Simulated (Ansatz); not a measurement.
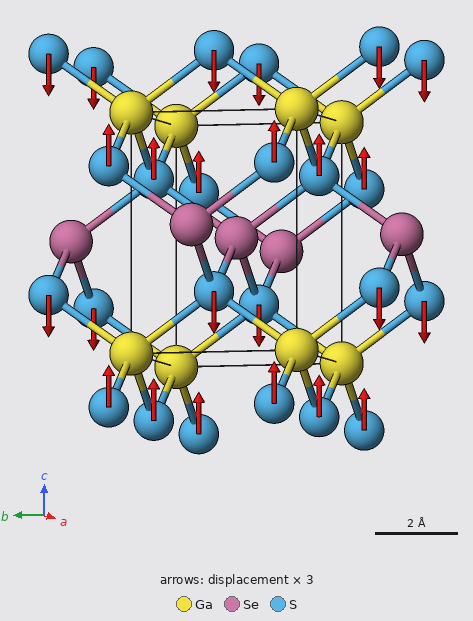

This is a relaxation of a crystal of GaSeS2 (a generated structure, set up in P-4m2) (coarse preliminary run). The starting structure is drawn; red arrows show the displacements (the part carried along by the change of the cell is left out), 3 times their true length.

Style: ball-and-stick. Shown: the cell of the calculation, from a free direction.

Theory: Ansatz 0.2.0, DFT PBE, scalar-relativistic, plane waves, PAW.

Input file:
```yaml
crystal:
  lattice:
    - [4.18227241, 0.0, 0.0]
    - [0.0, 4.18227241, 0.0]
    - [0.0, 0.0, 5.90269914]
  atoms:
    - { symbol: Ga, position: [0.0, 0.0, 0.0] }
    - { symbol: Se, position: [0.5, 0.5, 0.5] }
    - { symbol: S, position: [0.0, 0.5, 0.25039119] }
    - { symbol: S, position: [0.5, 0.0, 0.74960881] }
basis:
  ecutwfc: 420
kpoints:
  mp_grid: { grid: [4, 4, 4] }
hamiltonian:
  xc: pbe
scf:
  occupations: { method: gaussian, width: 0.1 }
  lower_state_search: "off"
output:
  forces: true
  stress: true
  eigenvalues: true
relax:
  adjacent_minimum: "off"
  f_tol: 0.04
  max_steps: 70
  cell: { stress_tol: 0.4 }
```

Launched with:
```bash
ansatz run input.yaml --threads 1 --pin off --max-ram 2560MiB --backend cpu --events-out ev --progress --plain --runs-dir out
```

> Which element moves most?

Sulfur: up to 0.35 Å, against 0.00 Å for selenium.

> What did the optimiser do to the structure, and how much energy did it gain?

Over 10 accepted moves (12 points after the start) the energy falls by 1.339 eV per cell of the calculation. Largest force component: 0.51 eV/Å at the start, 0.002 eV/Å at the end. The pressure goes from 1.66 to 0.05 GPa. At 2 points the geometry stayed and the basis and grid were re-selected for the new cell (energy shift of 22.9 meV per cell of the calculation at most each time). The largest moves relative to the cell, 0.35 Å, are those of S3 and S4. S4 goes along +c. Se and Ga stay in place. Cell: a = b 4.182 → 3.513 Å (−16.0 %), c 5.903 → 7.324 Å (+24.1 %). Volume −12.4 %. Among the contacts that change: Ga1–S3 2.561 → 2.300 Å, Se2–S3 2.558 → 2.797 Å. Among the angles between lasting bonds that change: Se2–S3–Se2 109.7° → 77.8°, S3–Se2–S3 109.7° → 77.8°, S3–Se2–S4 109.4° → 127.3°. The space group stays P-4m2 (No. 115).

Limits of the set-up: the k-point mesh is coarse for a cell with partly filled bands.
